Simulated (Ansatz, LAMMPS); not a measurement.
# Squeezing and shearing amorphous Si0.40C0.60 (202 atoms)

How stiff is amorphous Si0.40C0.60 (202 atoms)?

Calculated with Ansatz 0.2.0; Kohn-Sham DFT, PBEsol, PAW (set soft_1), plane waves.

## (1) The starting structure

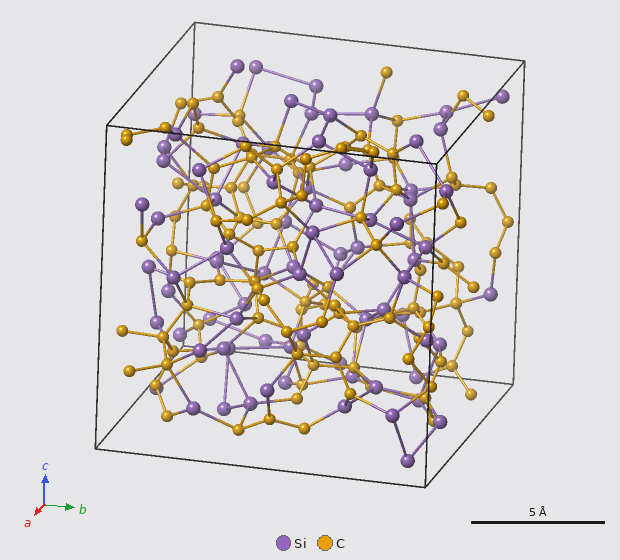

Start, viewed slightly off an axis; silicon purple, carbon orange. Some periodic images of atoms are drawn too.

The cell holds 202 atoms: 81 Si and 121 C. Its edges and angles: a = 12.910 Å, b = 12.910 Å, c = 12.910 Å, α = 90.0°, β = 90.0°, γ = 90.0°. 202 atoms (81 Si, 121 C) placed at random at 2.88 g/cm³, melted at 4500 K for 10 ps at fixed volume with the Erhart-Albe potential (Erhart and Albe, Phys. Rev. B 71, 035211 (2005)). Quenched from 4500 K to 700 K at 100 K/ps and fixed volume, held 5 ps, then minimised at fixed cell.

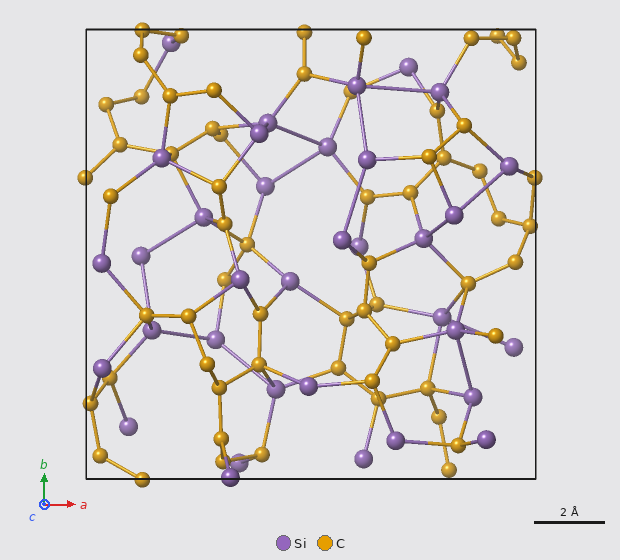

A slice 6 Å thick through the middle of the cell.

What the set-up can't give: The quench rate of 100 K/ps far exceeds what a furnace or splat quench reaches, so expect more defects and frozen-in strain than in a real sample. The starting topology of bonds comes from the classical model, and needn't be the one that DFT or experiment would give. Only the Γ point is sampled.

## (2) Single point at the start

A single point comes first, to see the forces before anything moves.

Input file input.yaml:

```yaml
crystal:
  lattice:
    - [12.9103, 0.0, 0.0]
    - [0.0, 12.9103, 0.0]
    - [0.0, 0.0, 12.9103]
  atoms:
    - { symbol: Si, position: [0.20006, 0.23198, 0.22021] }
    - { symbol: Si, position: [0.92919, 0.87538, 0.18492] }
    - { symbol: Si, position: [0.60734, 0.51675, 0.28989] }
    - { symbol: Si, position: [0.58834, 0.83175, 0.91888] }
    - { symbol: Si, position: [0.30576, 0.21157, 0.9869] }
    - { symbol: Si, position: [0.5668, 0.56344, 0.96047] }
    - { symbol: Si, position: [0.03474, 0.47972, 0.62998] }
    - { symbol: Si, position: [0.38915, 0.81564, 0.05268] }
    - { symbol: Si, position: [0.53731, 0.73855, 0.37155] }
    - { symbol: Si, position: [0.60251, 0.87468, 0.60118] }
    - { symbol: Si, position: [0.39132, 0.8734, 0.23325] }
    - { symbol: Si, position: [0.34064, 0.0356, 0.28225] }
    - { symbol: Si, position: [0.0826, 0.72728, 0.01656] }
    - { symbol: Si, position: [0.85273, 0.24678, 0.84477] }
    - { symbol: Si, position: [0.03856, 0.25757, 0.05826] }
    - { symbol: Si, position: [0.6888, 0.08518, 0.6235] }
    - { symbol: Si, position: [0.45472, 0.03905, 0.01939] }
    - { symbol: Si, position: [0.86066, 0.18227, 0.50715] }
    - { symbol: Si, position: [0.40452, 0.79176, 0.48973] }
    - { symbol: Si, position: [0.74373, 0.57712, 0.93785] }
    - { symbol: Si, position: [0.40721, 0.42745, 0.17786] }
    - { symbol: Si, position: [0.45396, 0.43965, 0.4414] }
    - { symbol: Si, position: [0.66887, 0.37895, 0.07934] }
    - { symbol: Si, position: [0.18299, 0.59099, 0.84521] }
    - { symbol: Si, position: [0.94138, 0.69555, 0.60506] }
    - { symbol: Si, position: [0.49206, 0.0461, 0.73446] }
    - { symbol: Si, position: [0.1684, 0.71384, 0.61901] }
    - { symbol: Si, position: [0.4554, 0.41588, 0.95177] }
    - { symbol: Si, position: [0.12208, 0.49593, 0.38194] }
    - { symbol: Si, position: [0.01191, 0.66184, 0.17868] }
    - { symbol: Si, position: [0.2618, 0.58208, 0.45714] }
    - { symbol: Si, position: [0.09448, 0.11631, 0.31508] }
    [... 164 atom lines left out ...]
    - { symbol: C, position: [0.12326, 0.85065, 0.2721] }
    - { symbol: C, position: [0.12188, 0.94306, 0.63972] }
    - { symbol: C, position: [0.78456, 0.15837, 0.05124] }
    - { symbol: C, position: [0.26971, 0.25512, 0.70894] }
    - { symbol: C, position: [0.63234, 0.23448, 0.77889] }
    - { symbol: C, position: [0.38801, 0.36721, 0.54432] }
kpoints:
  mp_grid: { grid: [1, 1, 1] }
hamiltonian:
  xc: pbesol
  pseudopotentials: { kind: paw, azcp: { folder: soft_1 }, xc_functional: pbe }
scf:
  occupations: { method: fermi_dirac, width: 0.05 }
output:
  forces: true
```

Command:

```console
$ ansatz run input.yaml --threads 8 --pin off --max-ram 15872MiB --backend cpu --events-out ev --progress --plain --runs-dir out
```

Numbers of over 12 decimals in the logs are rounded to 6 here.

The log of the run:

```text
[...]
Pseudopotentials: kind: paw
Pseudopotential: Si, paw, valence charge 4, recommended cutoff 420 eV (normal), soft_1/Si.paw.azcp
Pseudopotential: C, paw, valence charge 4, recommended cutoff 420 eV (normal), soft_1/C.paw.azcp
[... 3 lines on functional and potentials left out ...]
Crystal: 202 atoms, lattice volume = 2151.835 Å³
Basis set: ecut = 420 eV, 42115 PW (Γ), exchange–correlation on 180×180×180 points (8 copies of the dense FFT grid, shifted against one another)
Bands: 606, of which v1, the nominal top of the filled ones, is band 404 counted from 1 (403 counted from 0)
Symmetry: 1 space group operations
Space group: P1 (ITA 1), of the structure as read, at distance tolerance 1.3e-4 Å
k-points: 1
[... 7 lines on functional and potentials left out ...]
Initial density: superposition of atomic densities (chi_scale 0.1, normalization cell, long waves kept (reshape's long-wave potential 1.00 eV rms))
Initial wavefunctions: pseudopotential atomic-orbital guess
[...]
SCF iter   1: F=—  HF=-80160.713892 eV  |F-HF|=—  |Δ(HF+E_count)|=         —  Δρ=1.06e-1  dr2=6.52e2  ethr=3.10e-3  ⟨swp⟩=6.0  Hψ=2826  notcnv=0  defer=99
preconditioner: auto → Kerker (q_TF=auto, 2.317 Å⁻¹)  [metal: Δε(μ)=0.027 eV  Ē_g=11.521 eV  σ=0.050 eV  W_gap=0.14  n_scr=460 (ndim 8)  ℏωp=22.8 eV  f_vac=0.000  D(μ)=52.74/eV (n_scr^D=340)]
[...]
SCF iter  11: F=—  HF=-80058.601083 eV  |F-HF|=—  |Δ(HF+E_count)|=   2.41e-7  Δρ=2.98e-6  dr2=6.13e-7  ethr=5.22e-10  ⟨swp⟩=3.0  Hψ=859  notcnv=0  defer=164
SCF iter  12: F=-80058.601082 eV  HF=-80058.601083 eV  |F-HF|=4.49e-8  |Δ(HF+E_count)|=   1.59e-8  Δρ=9.90e-7  dr2=7.14e-8  ethr=1.24e-11  ⟨swp⟩=4.0  Hψ=1703  notcnv=0
SCF 1 converged in 12 iterations: F = -80058.601082 eV  dr2 = 7.14e-8
[...]
SCF converged after 12 iterations
Free energy (F): -80058.601082 eV
Harris-Foulkes:  -80058.601083 eV  (|F-HF|=4.49e-8)
Internal energy: -80058.124506 eV  (E = F + TS)
E sigma→0 (E₀):  -80058.362794 eV
Entropy (-TS):   -0.476577 eV (-2.359 meV/atom)
Fermi energy:    9.322732 eV
--- Per-component energies (eV) ---
[...]
Σ components = -80058.601082   (vs F -80058.601082, Δ=0.00e0)
--- Forces (eV/Å), atoms counted from 1 ---
  atom   1  Si    -0.56971286    -0.23615673     0.37806004
  atom   2  Si     0.16890323    -0.08898638    -0.16881614
  atom   3  Si     0.48974015     0.70594177     0.75385160
  atom   4  Si     0.48863069     0.33799233     0.00614481
[...]
atom 202  C      0.54236874    -0.00993116    -0.98114726
  max |Σ_I F_I| component: 4.63e-5 eV/Å
```

Wall time 23 s (8 threads of Arm Neoverse V2, shared host); peak memory 3.3 GiB; 2.9 min of CPU time.

The r.m.s. force at the start is 0.81 eV/Å.

## (3) Cell and atoms relaxed

The cell is relaxed with the atoms, since the starting lattice needn't suit this functional.

Input file input.yaml:

```yaml
crystal:
  lattice:
    - [12.9103, 0.0, 0.0]
    - [0.0, 12.9103, 0.0]
    - [0.0, 0.0, 12.9103]
  atoms:
    [... the 202 atom lines of step 2 ...]
kpoints:
  mp_grid: { grid: [1, 1, 1] }
hamiltonian:
  xc: pbesol
  pseudopotentials: { kind: paw, azcp: { folder: soft_1 }, xc_functional: pbe }
scf:
  occupations: { method: fermi_dirac, width: 0.05 }
output:
  forces: true
relax:
  f_tol: 0.05
  max_steps: 150
  cell: {}
```

The log of the run:

```text
[...]
Crystal: 202 atoms, lattice volume = 2151.835 Å³
Basis set: ecut = 420 eV, 42115 PW (Γ), exchange–correlation on 180×180×180 points (8 copies of the dense FFT grid, shifted against one another)
Bands: 606, of which v1, the nominal top of the filled ones, is band 404 counted from 1 (403 counted from 0)
Symmetry: 1 space group operations
[...]
k-points: 1
[...]
SCF iter   1: F=—  HF=-80160.713893 eV  |F-HF|=—  |Δ(HF+E_count)|=         —  Δρ=1.06e-1  dr2=6.52e2  ethr=3.10e-3  ⟨swp⟩=6.0  Hψ=2826  notcnv=0  defer=99
[...]
SCF iter  11: F=—  HF=-80058.601083 eV  |F-HF|=—  |Δ(HF+E_count)|=   2.41e-7  Δρ=2.98e-6  dr2=6.14e-7  ethr=5.22e-10  ⟨swp⟩=3.0  Hψ=859  notcnv=0  defer=164
SCF iter  12: F=-80058.601082 eV  HF=-80058.601083 eV  |F-HF|=4.48e-8  |Δ(HF+E_count)|=   1.58e-8  Δρ=9.90e-7  dr2=7.13e-8  ethr=1.24e-11  ⟨swp⟩=4.0  Hψ=1703  notcnv=0
SCF 1 converged in 12 iterations: F = -80058.601082 eV  dr2 = 7.13e-8
[...]
relax step   1: F+E_penalty+E_count = -80058.60108249 eV  Δ(F+E_penalty+E_count) = +0.000e0 eV  max|allowed force component| = 3.129e0 eV/Å  Δτ_max = 0.0000 Å  P = +1.036 GPa  Ω = 2151.835 Å³  (12 SCF iters, dr2 threshold 1.00e-7 eV, accepted)
[... from here on, the SCF cycles and remarks between the steps are left out ...]
relax step   2: F+E_penalty+E_count = -80068.09619918 eV  Δ(F+E_penalty+E_count) = -9.495e0 eV  max|allowed force component| = 1.950e0 eV/Å  Δτ_max = 0.1990 Å  P = -0.470 GPa  Ω = 2159.822 Å³  energy of the carried Pulay correction = -8.611e-3 eV  (7 SCF iters, dr2 threshold 2.02e-5 eV, accepted)
relax step   3: F+E_penalty+E_count = -80073.03286803 eV  Δ(F+E_penalty+E_count) = -4.937e0 eV  max|allowed force component| = 1.442e0 eV/Å  Δτ_max = 0.1950 Å  P = -0.045 GPa  Ω = 2146.113 Å³  energy of the carried Pulay correction = +6.189e-3 eV  (7 SCF iters, dr2 threshold 2.02e-5 eV, accepted)
relax step   4: F+E_penalty+E_count = -80075.29054479 eV  Δ(F+E_penalty+E_count) = -2.258e0 eV  max|allowed force component| = 1.548e0 eV/Å  Δτ_max = 0.1949 Å  P = +0.149 GPa  Ω = 2136.320 Å³  energy of the carried Pulay correction = +1.682e-2 eV  (8 SCF iters, dr2 threshold 2.02e-5 eV, accepted)
relax step   5: F+E_penalty+E_count = -80076.86996420 eV  Δ(F+E_penalty+E_count) = -1.579e0 eV  max|allowed force component| = 2.188e0 eV/Å  Δτ_max = 0.1951 Å  P = +0.299 GPa  Ω = 2127.621 Å³  energy of the carried Pulay correction = +2.630e-2 eV  (8 SCF iters, dr2 threshold 2.02e-5 eV, accepted)
relax step   6: F+E_penalty+E_count = -80078.45399416 eV  Δ(F+E_penalty+E_count) = -1.584e0 eV  max|allowed force component| = 8.814e-1 eV/Å  Δτ_max = 0.2000 Å  P = +0.087 GPa  Ω = 2124.268 Å³  energy of the carried Pulay correction = +2.997e-2 eV  (7 SCF iters, dr2 threshold 2.02e-5 eV, accepted)
relax step   7: F+E_penalty+E_count = -80079.17801587 eV  Δ(F+E_penalty+E_count) = -7.240e-1 eV  max|allowed force component| = 1.208e0 eV/Å  Δτ_max = 0.1942 Å  P = +0.103 GPa  Ω = 2120.915 Å³  energy of the carried Pulay correction = +3.364e-2 eV  (7 SCF iters, dr2 threshold 2.02e-5 eV, accepted)
relax step   8: F+E_penalty+E_count = -80079.62898749 eV  Δ(F+E_penalty+E_count) = -4.510e-1 eV  max|allowed force component| = 9.350e-1 eV/Å  Δτ_max = 0.1318 Å  P = -0.229 GPa  Ω = 2125.257 Å³  energy of the carried Pulay correction = +2.889e-2 eV  (7 SCF iters, dr2 threshold 2.02e-5 eV, accepted)
relax step   9: F+E_penalty+E_count = -80080.68365485 eV  Δ(F+E_penalty+E_count) = -1.055e0 eV  max|allowed force component| = 1.436e0 eV/Å  Δτ_max = 0.2000 Å  P = -0.209 GPa  Ω = 2121.059 Å³  energy of the carried Pulay correction = +3.348e-2 eV  (7 SCF iters, dr2 threshold 2.02e-5 eV, accepted)
relax step  10: F+E_penalty+E_count = -80081.74491934 eV  Δ(F+E_penalty+E_count) = -1.061e0 eV  max|allowed force component| = 1.159e0 eV/Å  Δτ_max = 0.1947 Å  P = +0.117 GPa  Ω = 2114.100 Å³  energy of the carried Pulay correction = +4.112e-2 eV  (6 SCF iters, dr2 threshold 2.02e-5 eV, accepted)
relax step  11: F+E_penalty+E_count = -80082.50909462 eV  Δ(F+E_penalty+E_count) = -7.642e-1 eV  max|allowed force component| = 1.052e0 eV/Å  Δτ_max = 0.2000 Å  P = +0.093 GPa  Ω = 2111.258 Å³  energy of the carried Pulay correction = +4.425e-2 eV  (7 SCF iters, dr2 threshold 2.02e-5 eV, accepted)
relax step  12: F+E_penalty+E_count = -80082.50991693 eV  Δ(F+E_penalty+E_count) = -8.223e-4 eV  max|allowed force component| = 2.355e0 eV/Å  Δτ_max = 0.1303 Å  P = -0.036 GPa  Ω = 2111.640 Å³  energy of the carried Pulay correction = +4.383e-2 eV  (7 SCF iters, dr2 threshold 2.02e-5 eV, accepted)
relax step  13: F+E_penalty+E_count = -80082.60647054 eV  Δ(F+E_penalty+E_count) = -9.655e-2 eV  max|allowed force component| = 1.306e0 eV/Å  Δτ_max = 0.1047 Å  P = -0.078 GPa  Ω = 2114.039 Å³  energy of the carried Pulay correction = +4.119e-2 eV  (6 SCF iters, dr2 threshold 2.02e-5 eV, accepted)
[...]
relax step  42: F+E_penalty+E_count = -80088.34580587 eV  Δ(F+E_penalty+E_count) = -6.662e-2 eV  max|allowed force component| = 1.392e-1 eV/Å  Δτ_max = 0.0534 Å  P = -0.016 GPa  Ω = 2107.817 Å³  energy of the carried Pulay correction = +4.804e-2 eV  (9 SCF iters, accepted)
[...]
relax step  48: F+E_penalty+E_count = -80088.37145228 eV  Δ(F+E_penalty+E_count) = +3.990e-2 eV  max|allowed force component| = 8.225e-1 eV/Å  Δτ_max = 0.1527 Å  P = -0.023 GPa  Ω = 2106.782 Å³  energy of the carried Pulay correction = +4.918e-2 eV  (6 SCF iters, dr2 threshold 1.70e-5 eV, rejected (line search))
relax step  49: F+E_penalty+E_count = -80088.44498337 eV  Δ(F+E_penalty+E_count) = -3.363e-2 eV  max|allowed force component| = 3.950e-1 eV/Å  Δτ_max = 0.0743 Å  P = +0.046 GPa  Ω = 2106.216 Å³  energy of the carried Pulay correction = +4.981e-2 eV  (9 SCF iters, accepted)
[...]
relax step  54: F+E_penalty+E_count = -80088.51148259 eV  Δ(F+E_penalty+E_count) = -5.358e-2 eV  max|allowed force component| = 4.662e-1 eV/Å  Δτ_max = 0.1953 Å  P = -0.036 GPa  Ω = 2105.285 Å³  energy of the carried Pulay correction = +5.083e-2 eV  (7 SCF iters, dr2 threshold 5.17e-7 eV, accepted)
relax step  55: F+E_penalty+E_count = -80088.41322861 eV  Δ(F+E_penalty+E_count) = +9.825e-2 eV  max|allowed force component| = 1.206e0 eV/Å  Δτ_max = 0.1950 Å  P = -0.038 GPa  Ω = 2104.482 Å³  energy of the carried Pulay correction = +5.172e-2 eV  (6 SCF iters, dr2 threshold 1.36e-5 eV, rejected (line search))
relax step  56: F+E_penalty+E_count = -80088.57564222 eV  Δ(F+E_penalty+E_count) = -6.416e-2 eV  max|allowed force component| = 8.234e-1 eV/Å  Δτ_max = 0.0945 Å  P = +0.003 GPa  Ω = 2106.151 Å³  energy of the carried Pulay correction = +4.988e-2 eV  (9 SCF iters, accepted)
relax step  57: F+E_penalty+E_count = -80088.62666052 eV  Δ(F+E_penalty+E_count) = -5.102e-2 eV  max|allowed force component| = 2.796e-1 eV/Å  Δτ_max = 0.0607 Å  P = +0.027 GPa  Ω = 2105.735 Å³  energy of the carried Pulay correction = +5.034e-2 eV  (6 SCF iters, dr2 threshold 2.02e-5 eV, accepted)
relax step  58: F+E_penalty+E_count = -80088.64088650 eV  Δ(F+E_penalty+E_count) = -1.423e-2 eV  max|allowed force component| = 8.099e-2 eV/Å  Δτ_max = 0.0220 Å  P = -0.035 GPa  Ω = 2106.259 Å³  energy of the carried Pulay correction = +4.976e-2 eV  (6 SCF iters, dr2 threshold 4.88e-6 eV, accepted)
relax step  59: F+E_penalty+E_count = -80088.64704098 eV  Δ(F+E_penalty+E_count) = -6.154e-3 eV  max|allowed force component| = 9.741e-2 eV/Å  Δτ_max = 0.0108 Å  P = +0.026 GPa  Ω = 2105.830 Å³  energy of the carried Pulay correction = +5.023e-2 eV  (6 SCF iters, dr2 threshold 4.10e-7 eV, accepted)
relax step  60: F+E_penalty+E_count = -80088.65132819 eV  Δ(F+E_penalty+E_count) = -4.287e-3 eV  max|allowed force component| = 5.322e-2 eV/Å  Δτ_max = 0.0231 Å  P = -0.021 GPa  Ω = 2106.785 Å³  energy of the carried Pulay correction = +4.918e-2 eV  (6 SCF iters, dr2 threshold 5.93e-7 eV, accepted)
relax step  61: F+E_penalty+E_count = -80088.65329611 eV  Δ(F+E_penalty+E_count) = -1.968e-3 eV  max|allowed force component| = 4.904e-2 eV/Å  Δτ_max = 0.0135 Å  P = +0.025 GPa  Ω = 2106.375 Å³  energy of the carried Pulay correction = +4.963e-2 eV  (6 SCF iters, dr2 threshold 1.77e-7 eV, accepted)
relax step  62: F+E_penalty+E_count = -80088.65434345 eV  Δ(F+E_penalty+E_count) = -1.047e-3 eV  max|allowed force component| = 2.479e-2 eV/Å  Δτ_max = 0.0087 Å  P = +0.007 GPa  Ω = 2106.661 Å³  energy of the carried Pulay correction = +4.931e-2 eV  (7 SCF iters, dr2 threshold 6.74e-9 eV, accepted)
relax step  63: F+E_penalty+E_count = -80088.61294550 eV  Δ(F+E_penalty+E_count) = +4.140e-2 eV  max|allowed force component| = 2.501e-2 eV/Å  Δτ_max = 0.0000 Å  P = -0.022 GPa  Ω = 2106.661 Å³  stress off target by 6.28e-2 GPa  SCF on the basis re-selected at this cell (its energy is not comparable with the rows above)  (6 SCF iters)
relax step  64: F+E_penalty+E_count = -80088.61449129 eV  Δ(F+E_penalty+E_count) = -1.546e-3 eV  max|allowed force component| = 2.097e-2 eV/Å  Δτ_max = 0.0140 Å  P = +0.019 GPa  Ω = 2106.264 Å³  energy of the carried Pulay correction = +4.602e-4 eV  (7 SCF iters, dr2 threshold 9.85e-9 eV, accepted)
relax step  65: F+E_penalty+E_count = -80088.61416707 eV  Δ(F+E_penalty+E_count) = +3.242e-4 eV  max|allowed force component| = 2.097e-2 eV/Å  Δτ_max = 0.0000 Å  P = +0.019 GPa  Ω = 2106.264 Å³  stress off target by 3.68e-2 GPa  SCF on the basis re-selected at this cell (its energy is not comparable with the rows above)  (8 SCF iters)
[...]
SCF converged after 8 iterations
Free energy (F): -80088.614167 eV
[...]
Internal energy: -80088.446421 eV  (E = F + TS)
E sigma→0 (E₀):  -80088.530294 eV
Entropy (-TS):   -0.167746 eV (-0.830 meV/atom)
Fermi energy:    9.698800 eV
[...]
Σ components = -80088.614167   (vs F -80088.614167, Δ=0.00e0)
--- Forces (eV/Å), atoms counted from 1 ---
  atom   1  Si     0.00097442     0.00247214     0.00051966
  atom   2  Si    -0.00576107    -0.00179602     0.00241197
  atom   3  Si     0.00366936    -0.00094620    -0.00063685
  atom   4  Si     0.00342833     0.00278344    -0.00054686
[...]
atom 202  C     -0.00403806    -0.01642646    -0.00045245
  max |Σ_I F_I| component: 1.81e-6 eV/Å
--- Stress (GPa, compression-positive) ---
        0.034823      -0.004322       0.004696
       -0.004323       0.010553      -0.005237
        0.004696      -0.005236       0.010599
  P = ⅓ Tr σ = 0.0187 GPa (0.187 kbar)
--- Relaxed structure (63 steps of the walk, 59 accepted, 2 SCFs on fresh bases) ---
  F+E_penalty+E_count = -80088.61416707 eV   max|allowed force component| = 2.097e-2 eV/Å   (the final SCF, on the basis selected at the relaxed cell)
  cell:  # Å, volume = 2106.2642 Å³
    - [12.597193, 0.021528, -0.097769]
    - [0.021528, 12.891892, 0.044004]
    - [-0.097769, 0.044004, 12.970422]
  atoms:
    - { symbol: Si, position: [0.193687, 0.206103, 0.215498] }
    - { symbol: Si, position: [0.924346, 0.867652, 0.179143] }
    - { symbol: Si, position: [0.644723, 0.488408, 0.267713] }
    - { symbol: Si, position: [0.572035, 0.855691, 0.924167] }
[...]
- { symbol: C, position: [0.409327, 0.354855, 0.572368] }
```

Run time: 19 min. Hardware: 8 threads; peak memory 3.4 GiB; 2.4 h of CPU time.

The relaxation converged after 63 steps, with a largest force component of 0.021 eV/Å.

(Continued in part 2 of 4.)

[Logs are printed without paths, hosts, clocks, repeated set-up lines and the standing remarks that a program may print on its own settings, such as how far it seeks lower states.]

[Hosts, paths, dates, database ids (printed as entryN), source tags and the programs' standing remarks are cut or masked in the printed files.]
